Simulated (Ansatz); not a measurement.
The reference is KCl in the rock salt structure (space group Fm-3m, No. 225; a = 6.3814 Å).

Modification: every lattice vector is stretched by 0.50 %, atoms relaxed at fixed cell.

Computed with DFT with PBE, PAW potentials and a 420 eV plane-wave cutoff in Ansatz (a quantum-chemistry and plane-wave program), without spin-orbit coupling.

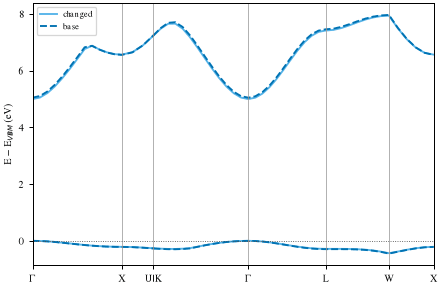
Fig. 1. Highest valence and lowest conduction band along the path, each from its own valence-band maximum

The gap is 5.00 eV, direct at Γ; the base has 5.05 eV.

The cells carry an imposed strain or load. Whether these cells are dynamically stable was not tested.
